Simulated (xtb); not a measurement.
# Frequency calculation of C2H5GaS2

The run: frequency calculation of C2H5GaS2. Method and program: GFN2-xTB (xtb 6.7.1).

The geometry was optimised with GFN2-xTB.

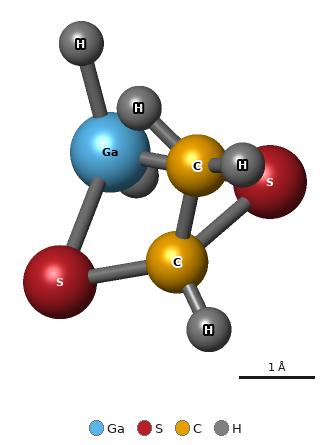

The structure (ball-and-stick view, seen at an oblique angle). Sticks mark near contacts.

### Input (input.xyz)
```
10

Ga    -0.36177     0.48134    -1.66738
S     -0.14623    -1.65335    -0.88762
C      0.60511    -0.86918     0.53267
C     -0.17694     0.07187     1.35414
S      1.08754     0.90379     0.36338
H     -1.66564     1.26690    -1.30608
H      0.49483     0.89443    -2.89232
H      1.35816    -1.47721     1.01997
H      0.01477     0.11858     2.41893
H     -1.20984     0.26281     1.06431
```

### File detailed.inp
```
$hess
   step=0.1
$end
```

Run on 1 thread of Intel Xeon @ 2.70GHz, 189 GiB of memory available, shared host.

Launched with:
```bash
xtb input.xyz --hess -u 0 --gfn 2 -I detailed.inp -P 1 | tee input.out
```

### Output
```
* xtb version 6.7.1
   ID    Z sym.   atoms
    1   31 Ga     1
    2   16 S      2, 5
    3    6 C      3, 4
    4    1 H      6-10

           -------------------------------------------------
          |                Calculation Setup                |
           -------------------------------------------------

          program call               : xtb input.xyz --hess -u 0 --gfn 2 -I detailed.inp -P 1
          coordinate file            : input.xyz
          omp threads                :                     1

           -------------------------------------------------
          |                 G F N 2 - x T B                 |
           -------------------------------------------------

      * Hamiltonian:
        H0-scaling (s, p, d)           1.850000    2.230000    2.230000
        zeta-weighting                 0.500000
      * Dispersion:
        s8                             2.700000
        a1                             0.520000
        a2                             5.000000
        s9                             5.000000
      * Repulsion:
        kExp                           1.500000    1.000000
        rExp                           1.000000
      * Coulomb:
        alpha                          2.000000
        third order                    shell-resolved
        anisotropic                    true
        a3                             3.000000
        a5                             4.000000
        cn-shift                       1.200000
        cn-exp                         4.000000
        max-rad                        5.000000

          ...................................................
          :                      SETUP                      :
          :.................................................:
          :  # basis functions                  43          :
          :  # atomic orbitals                  40          :
          :  # shells                           18          :
          :  # electrons                        28          :
          :  max. iterations                   250          :
          :  Hamiltonian                  GFN2-xTB          :
          :  restarted?                      false          :
          :  GBSA solvation                  false          :
          :  PC potential                    false          :
          :  electronic temp.          300.0000000     K    :
          :  accuracy                    1.0000000          :
          :  -> integral cutoff          0.2500000E+02      :
          :  -> integral neglect         0.1000000E-07      :
          :  -> SCF convergence          0.1000000E-05 Eh   :
          :  -> wf. convergence          0.1000000E-03 e    :
          :  Broyden damping             0.4000000          :
          :  net charge                          0          :
          :  unpaired electrons                  0          :
          ...................................................

 iter      E             dE          RMSdq      gap      omega  full diag
   1    -14.5183256 -0.145183E+02  0.969E+00    4.22       0.0  T
   2    -14.6062659 -0.879403E-01  0.735E+00    2.98       1.0  T
   3    -14.6103779 -0.411207E-02  0.373E+00    3.11       1.0  T
   4    -14.6212218 -0.108439E-01  0.136E+00    2.75       1.0  T
   5    -14.6231961 -0.197426E-02  0.482E-01    2.84       1.0  T
   6    -14.6235094 -0.313319E-03  0.224E-01    2.86       1.0  T
   7    -14.6235852 -0.757811E-04  0.908E-02    2.87       1.0  T
   8    -14.6235907 -0.556419E-05  0.151E-02    2.87       2.1  T
   9    -14.6235908 -0.738504E-07  0.645E-03    2.87       4.9  T
  10    -14.6235908 -0.350016E-07  0.334E-03    2.87       9.5  T
  11    -14.6235908 -0.740764E-08  0.618E-04    2.87      51.2  T
  12    -14.6235908 -0.144730E-09  0.194E-04    2.87     163.0  T

   *** convergence criteria satisfied after 12 iterations ***

         #    Occupation            Energy/Eh            Energy/eV
      -------------------------------------------------------------
         1        2.0000           -0.7707438             -20.9730
       ...           ...                  ...                  ...
         8        2.0000           -0.5177833             -14.0896
         9        2.0000           -0.5014379             -13.6448
        10        2.0000           -0.4875778             -13.2677
        11        2.0000           -0.4352720             -11.8444
        12        2.0000           -0.4313288             -11.7371
        13        2.0000           -0.4148447             -11.2885
        14        2.0000           -0.3927513             -10.6873 (HOMO)
        15                         -0.2873578              -7.8194 (LUMO)
        16                         -0.2406736              -6.5491
        17                         -0.2037104              -5.5432
        18                         -0.1830524              -4.9811
        19                         -0.1295247              -3.5245
       ...                                ...                  ...
        40                          1.2966268              35.2830
      -------------------------------------------------------------
                  HL-Gap            0.1053935 Eh            2.8679 eV
             Fermi-level           -0.3400546 Eh           -9.2534 eV

 SCC (total)                   0 d,  0 h,  0 min,  0.009 sec
 SCC setup                      ...        0 min,  0.000 sec (  0.953%)
 Dispersion                     ...        0 min,  0.000 sec (  0.446%)
 classical contributions        ...        0 min,  0.000 sec (  0.163%)
 integral evaluation            ...        0 min,  0.002 sec ( 17.882%)
 iterations                     ...        0 min,  0.004 sec ( 49.107%)
 molecular gradient             ...        0 min,  0.003 sec ( 30.222%)
 printout                       ...        0 min,  0.000 sec (  1.131%)

         :::::::::::::::::::::::::::::::::::::::::::::::::::::
         ::                     SUMMARY                     ::
         :::::::::::::::::::::::::::::::::::::::::::::::::::::
         :: total energy             -14.517522525843 Eh    ::
         :: gradient norm              0.000034340877 Eh/a0 ::
         :: HOMO-LUMO gap              2.867903522292 eV    ::
         ::.................................................::
         :: SCC energy               -14.623584457186 Eh    ::
         :: -> isotropic ES            0.021130629789 Eh    ::
         :: -> anisotropic ES          0.002083658106 Eh    ::
         :: -> anisotropic XC          0.008270045921 Eh    ::
         :: -> dispersion             -0.008943636371 Eh    ::
         :: repulsion energy           0.106061931343 Eh    ::
         :: add. restraining           0.000000000000 Eh    ::
         :: total charge              -0.000000000000 e     ::
         :::::::::::::::::::::::::::::::::::::::::::::::::::::

           -------------------------------------------------
          |                Numerical Hessian                |
           -------------------------------------------------
step length          :   0.10000
SCC accuracy         :   0.30000
Hessian scale factor :   1.00000
frozen atoms in %    :   0.00000    0
RMS gradient         :   0.00003
estimated CPU  time      0.01 min

writing file <hessian>.

 projected vibrational frequencies (cm⁻¹)
eigval :       -0.00    -0.00    -0.00     0.00     0.00     0.00
eigval :      117.56   170.33   246.90   323.89   344.23   372.69
eigval :      382.67   476.87   581.02   643.22   667.95   716.48
eigval :      888.64   909.12  1011.35  1025.85  1149.40  1212.59
eigval :     1396.28  1628.47  1704.60  2978.54  3033.33  3079.03
           -------------------------------------------------
          |                Property Printout                |
           -------------------------------------------------

    * Orbital Energies and Occupations

         #    Occupation            Energy/Eh            Energy/eV
      -------------------------------------------------------------
         1        2.0000           -0.7707429             -20.9730
         2        2.0000           -0.7258878             -19.7524
         3        2.0000           -0.6729127             -18.3109
         4        2.0000           -0.6240448             -16.9811
         5        2.0000           -0.5867750             -15.9670
         6        2.0000           -0.5647549             -15.3678
         7        2.0000           -0.5574154             -15.1680
         8        2.0000           -0.5177822             -14.0896
         9        2.0000           -0.5014372             -13.6448
        10        2.0000           -0.4875768             -13.2676
        11        2.0000           -0.4352722             -11.8444
        12        2.0000           -0.4313283             -11.7370
        13        2.0000           -0.4148443             -11.2885
        14        2.0000           -0.3927511             -10.6873 (HOMO)
        15                         -0.2873568              -7.8194 (LUMO)
        16                         -0.2406728              -6.5490
        17                         -0.2037098              -5.5432
        18                         -0.1830520              -4.9811
        19                         -0.1295241              -3.5245
        20                         -0.1137180              -3.0944
        21                         -0.0643784              -1.7518
        22                         -0.0579353              -1.5765
        23                         -0.0520481              -1.4163
        24                         -0.0423997              -1.1538
        25                         -0.0260380              -0.7085
       ...                                ...                  ...
        40                          1.2966269              35.2830
      -------------------------------------------------------------
                  HL-Gap            0.1053942 Eh            2.8679 eV
             Fermi-level           -0.3400539 Eh           -9.2533 eV

     #   Z          covCN         q      C6AA      α(0)
     1  31 Ga       3.558     0.120   215.702    32.936
     2  16 S        1.912    -0.255   152.021    20.752
     3   6 C        3.956     0.086    19.095     6.209
     4   6 C        3.823    -0.013    20.794     6.489
     5  16 S        2.775    -0.069   143.914    20.191
     6   1 H        0.902    -0.075     4.777     3.420
     7   1 H        0.905    -0.051     4.130     3.179
     8   1 H        0.925     0.074     2.041     2.234
     9   1 H        0.925     0.083     1.946     2.182
    10   1 H        0.925     0.101     1.774     2.083

 Mol. C6AA /au·bohr⁶  :       3112.994006
 Mol. C8AA /au·bohr⁸  :     159204.673842
 Mol. α(0) /au        :         99.674565

Wiberg/Mayer (AO) data.
largest (>0.10) Wiberg bond orders for each atom

 ---------------------------------------------------------------------------
     #   Z sym  total        # sym  WBO       # sym  WBO       # sym  WBO
 ---------------------------------------------------------------------------
     1  31 Ga   3.030 --     2 S    0.904     7 H    0.787     6 H    0.784
                             5 S    0.419
     2  16 S    2.206 --     3 C    1.023     1 Ga   0.904
     3   6 C    3.940 --     4 C    1.031     2 S    1.023     8 H    0.963
                             5 S    0.868
     4   6 C    3.942 --     3 C    1.031     9 H    0.966    10 H    0.939
                             5 S    0.924
     5  16 S    2.386 --     4 C    0.924     3 C    0.868     1 Ga   0.419
     6   1 H    0.994 --     1 Ga   0.784     7 H    0.103
     7   1 H    0.997 --     1 Ga   0.787     6 H    0.103
     8   1 H    0.995 --     3 C    0.963
     9   1 H    0.992 --     4 C    0.966
    10   1 H    0.990 --     4 C    0.939
 ---------------------------------------------------------------------------

Topologies differ in total number of bonds
Writing topology from bond orders to xtbtopo.mol

molecular dipole:
                 x           y           z       tot (Debye)
 q only:        0.100       0.241       1.249
Molecule has no symmetry elements
It seems to be the C1 point group
   full:        0.090       0.307       1.255       3.293
molecular quadrupole (traceless):
                xx          xy          yy          xz          yz          zz
 q only:        0.815      -1.284      -2.810      -0.388      -1.802       1.995
  q+dip:        2.274      -3.395      -5.648      -1.687      -2.079       3.374
   full:        1.164      -1.896      -5.269       0.958      -1.636       4.106

           -------------------------------------------------
          |               Frequency Printout                |
           -------------------------------------------------
 projected vibrational frequencies (cm⁻¹)
eigval :       -0.00    -0.00    -0.00     0.00     0.00     0.00
eigval :      117.56   170.33   246.90   323.89   344.23   372.69
eigval :      382.67   476.87   581.02   643.22   667.95   716.48
eigval :      888.64   909.12  1011.35  1025.85  1149.40  1212.59
eigval :     1396.28  1628.47  1704.60  2978.54  3033.33  3079.03
 reduced masses (amu)
   1: 36.94   2: 54.64   3: 43.95   4: 39.20   5: 35.34   6: 24.70   7: 21.32   8: 46.61
   9: 36.63  10: 17.83  11:  6.38  12: 20.55  13: 13.26  14:  3.97  15: 16.19  16: 13.35
  17:  5.17  18: 15.59  19:  2.57  20:  2.95  21:  3.00  22:  3.18  23:  5.92  24:  7.53
  25:  2.78  26:  1.72  27:  2.09  28:  1.71  29:  1.81  30:  1.87
 IR intensities (km·mol⁻¹)
   1:  0.73   2:  0.15   3:  0.02   4:  1.27   5:  0.49   6:  0.65   7:  2.47   8: 17.58
   9: 17.67  10: 10.89  11: 61.05  12: 32.53  13: 25.82  14:182.03  15: 98.91  16: 83.49
  17:350.62  18: 33.41  19:  1.82  20: 13.30  21:  2.89  22:  2.69  23:  8.41  24: 27.00
  25: 17.29  26:297.26  27:400.88  28:  1.67  29:  0.96  30:  0.27
 Raman intensities (Ä⁴*amu⁻¹)
   1:  0.00   2:  0.00   3:  0.00   4:  0.00   5:  0.00   6:  0.00   7:  0.00   8:  0.00
   9:  0.00  10:  0.00  11:  0.00  12:  0.00  13:  0.00  14:  0.00  15:  0.00  16:  0.00
  17:  0.00  18:  0.00  19:  0.00  20:  0.00  21:  0.00  22:  0.00  23:  0.00  24:  0.00
  25:  0.00  26:  0.00  27:  0.00  28:  0.00  29:  0.00  30:  0.00
 output can be read by thermo (or use thermo option).
 writing <g98.out> molden fake output.
 recommended (thermochemical) frequency scaling factor: 1.0
           -------------------------------------------------
          |             Thermodynamic Functions             |
           -------------------------------------------------

c1  symmetry found (for desy threshold:  0.10E+00) used in thermo

          ...................................................
          :                      SETUP                      :
          :.................................................:
          :  # frequencies                          24      :
          :  # imaginary freq.                       0      :
          :  linear?                             false      :
          :  only rotor calc.                    false      :
          :  symmetry                               c1      :
          :  rotational number                       1      :
          :  scaling factor                  1.0000000      :
          :  rotor cutoff                   50.0000000 cm⁻¹ :
          :  imag. cutoff                  -20.0000000 cm⁻¹ :
          :.................................................:

    mode    ω/cm⁻¹     T·S(HO)/kcal·mol⁻¹    T·S(FR)/kcal·mol⁻¹   T·S(vib)
   ------------------------------------------------------------------------
       1    117.56    -0.93621 ( 96.83%)    -0.80312 (  3.17%)    -0.93200
       2    170.33    -0.72505 ( 99.26%)    -0.69333 (  0.74%)    -0.72482
       3    246.90    -0.52254 ( 99.83%)    -0.58339 (  0.17%)    -0.52264
   ------------------------------------------------------------------------

   temp. (K)  partition function   enthalpy   heat capacity  entropy
                                   cal/mol     cal/K/mol   cal/K/mol   J/K/mol
 298.15  VIB   18.4                 2655.770     19.145     14.683
         ROT  0.305E+06              888.752      2.981     28.073
         INT  0.561E+07             3544.522     22.126     42.756
         TR   0.201E+28             1481.254      4.968     41.154
         TOT                        5025.7761    27.0944    83.9099   351.0790

       T/K    H(0)-H(T)+PV         H(T)/Eh          T*S/Eh         G(T)/Eh
   ------------------------------------------------------------------------
    298.15    0.800908E-02    0.651023E-01    0.398683E-01    0.252340E-01
   ------------------------------------------------------------------------

         :::::::::::::::::::::::::::::::::::::::::::::::::::::
         ::                  THERMODYNAMIC                  ::
         :::::::::::::::::::::::::::::::::::::::::::::::::::::
         :: total free energy         -14.492288558119 Eh   ::
         ::.................................................::
         :: total energy              -14.517522525877 Eh   ::
         :: zero point energy           0.057093179450 Eh   ::
         :: G(RRHO) w/o ZPVE           -0.031859211692 Eh   ::
         :: G(RRHO) contrib.            0.025233967758 Eh   ::
         :::::::::::::::::::::::::::::::::::::::::::::::::::::

           -------------------------------------------------
          | TOTAL ENERGY              -14.517522525877 Eh   |
          | TOTAL ENTHALPY            -14.452420262474 Eh   |
          | TOTAL FREE ENERGY         -14.492288558119 Eh   |
          | GRADIENT NORM               0.000034710422 Eh/α |
          | HOMO-LUMO GAP               2.867923195309 eV   |
           -------------------------------------------------

------------------------------------------------------------------------
------------------------------------------------------------------------
 total:
 *  cpu-time:     0 d,  0 h,  0 min,  0.495 sec
 * ratio c/w:     0.999 speedup
 SCF:
 *  cpu-time:     0 d,  0 h,  0 min,  0.009 sec
 * ratio c/w:     1.000 speedup
 analytical hessian:
 *  cpu-time:     0 d,  0 h,  0 min,  0.473 sec
 * ratio c/w:     0.999 speedup
```

### File vibspectrum
```
$vibrational spectrum
#  mode     symmetry     wave number   IR intensity    selection rules
#                         cm**(-1)      (km*mol⁻¹)        IR
     1                      -0.00         0.00000          -
     2                      -0.00         0.00000          -
     3                      -0.00         0.00000          -
     4                       0.00         0.00000          -
     5                       0.00         0.00000          -
     6                       0.00         0.00000          -
     7        a            117.56         2.47012         YES
     8        a            170.33        17.57929         YES
     9        a            246.90        17.66552         YES
    10        a            323.89        10.88993         YES
    11        a            344.23        61.05138         YES
    12        a            372.69        32.52686         YES
    13        a            382.67        25.81780         YES
    14        a            476.87       182.02755         YES
    15        a            581.02        98.90834         YES
    16        a            643.22        83.49428         YES
    17        a            667.95       350.62297         YES
    18        a            716.48        33.41329         YES
    19        a            888.64         1.82008         YES
    20        a            909.12        13.30400         YES
    21        a           1011.35         2.88756         YES
    22        a           1025.85         2.69456         YES
    23        a           1149.40         8.41137         YES
    24        a           1212.59        27.00417         YES
    25        a           1396.28        17.29177         YES
    26        a           1628.47       297.25608         YES
    27        a           1704.60       400.87752         YES
    28        a           2978.54         1.66622         YES
    29        a           3033.33         0.95822         YES
    30        a           3079.03         0.26517         YES
$end
```

### Standard error
```
normal termination of xtb
```

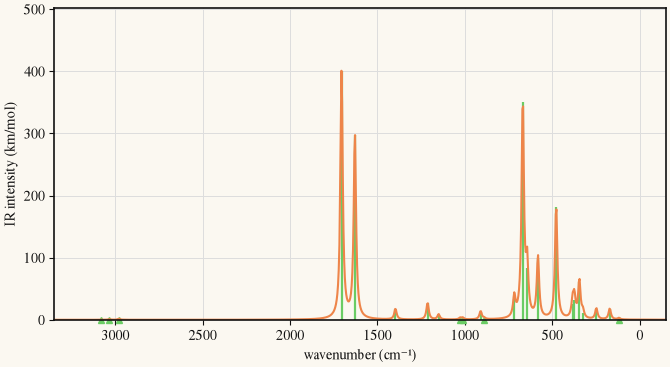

Harmonic infrared spectrum, unscaled: sticks (degenerate modes added up, dark ones marked on the axis) with a Lorentzian envelope of 16 cm⁻¹ full width, scaled to the tallest stick. 24 modes from 118 to 3079 cm⁻¹, none imaginary. The strongest line is at 1705 cm⁻¹ (401 km/mol).

### Summary

- outcome: converged
- electrons treated: 28
- total energy: −14.517523 hartree
- dispersion energy: −0.008944 hartree
- basis functions: 43
- HOMO: −10.69 eV
- LUMO: −7.82 eV
- zero-point energy: 0.057093 hartree
- dipole moment: 3.29 D
- wavenumbers, lowest and highest: 118 and 3079 cm⁻¹
- wall time: 0.52 s
- peak memory: 0.071 GiB

### Remarks

Settings chosen away from the usual ones: method = gfn2-xtb; task = frequencies; x = {"hess_step": 0.1}; geo = {"prev": "A"}. These settings are looser than, or depart from, a standard set-up, so the numbers are not reference values for this system.
